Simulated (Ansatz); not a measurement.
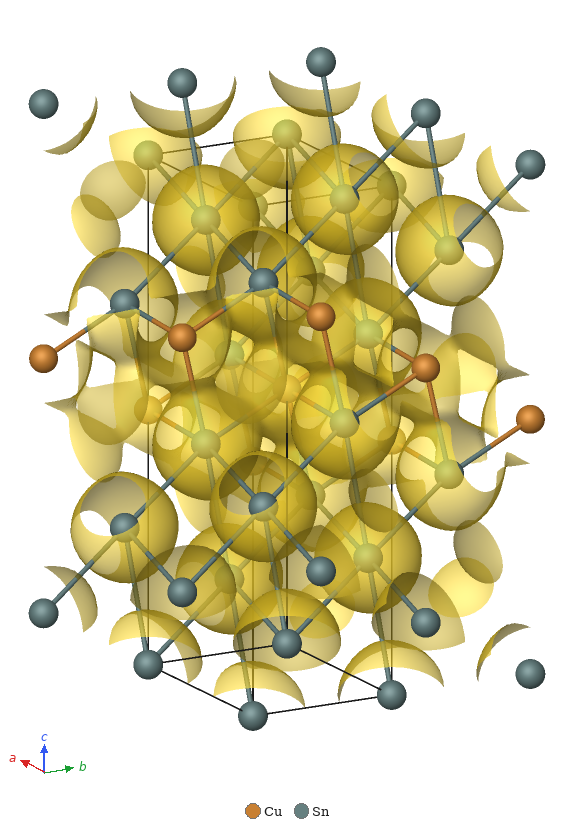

Figure. CuSn₅. Isosurface of the valence pseudo-density at 0.2 e/Å³ (yellow), seen at an oblique angle. Sticks mark near contacts.

Space group P-3m1; a structure generated by program, which may or may not match a known phase; computed pressure about −3 GPa in this cell; computed without spin polarisation.

Theory: Ansatz 0.2.0, DFT PBEsol, scalar-relativistic, plane waves, PAW.

The density is the valence pseudo-density of a PAW calculation; it isn't the true density close to the nuclei.

Q: Which contacts does the surface bridge?

A: At this value the density is joined into sheets; it holds about 85 % of the electrons treated as valence (semicore included). It bridges the sampled Cu–Sn (2.73 Å) contacts, where the density stays above the isovalue. It is pinched off along the sampled Sn–Sn (3.33 Å) and Sn–Sn (3.37 Å) contacts. On the grid the lowest density along these lines, outside the cores, is 0.27 e/Å³ (Cu–Sn, 2.73 Å), 0.15 e/Å³ (Sn–Sn, 3.33 Å) and 0.14 e/Å³ (Sn–Sn, 3.37 Å).

Q: How much charge does the calculation move between the atoms?

A: Electrons move from Sn towards Cu. Bader charges: Cu −0.28 and Sn 0.00 to +0.13 e.
